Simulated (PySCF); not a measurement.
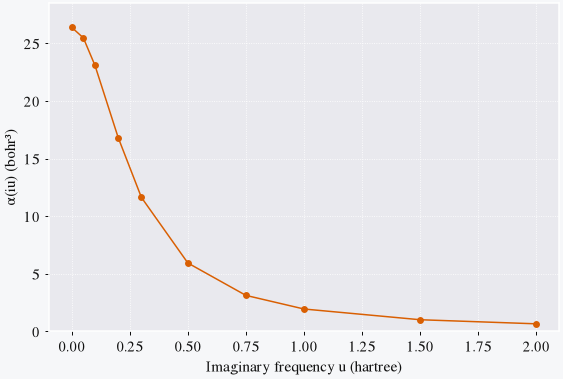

Dipole polarisability at imaginary frequency of an atom or ion with 12 electrons in the configuration [Ne] 3s². Coupled response at the HF level; PySCF, aug-cc-pwCVDZ, non-relativistic, unrestricted single determinants, no spin-orbit coupling.

> Which species is it, and what does the curve give?

Al II (Al⁺). The static dipole polarisability is 26.4 bohr³; α(iu) falls to half of it near u = 0.27 hartree. The Casimir–Polder integral gives C₆ = 140 hartree bohr⁶ for two such species.
